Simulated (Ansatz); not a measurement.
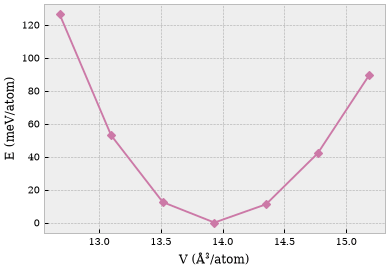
*NbRh3 (Cu3Au type, space group No. 221) under volume change, plane-wave PAW LDA (Ansatz code), scaled uniformly.*

Q: What does a third-order Birch–Murnaghan fit give for V₀, B₀ and B′?

A: V₀ = 13.93 Å³/atom, B₀ = 300 GPa, B′ = 4.7.

Space group Pm-3m (Cu3Au type). The first step of the workflow began from a Materials Project structure, measured or hypothetical; the Crystallography Open Database files this formula in space group No. 221, but the cells were not matched. Whether it is the stable phase at ambient conditions was not checked. The cell was relaxed with LDA under the symmetry of its start; of distortions, only those at the zone centre were tested. The run is not spin-polarised.

Potentials: the later of the program's two PAW sets.
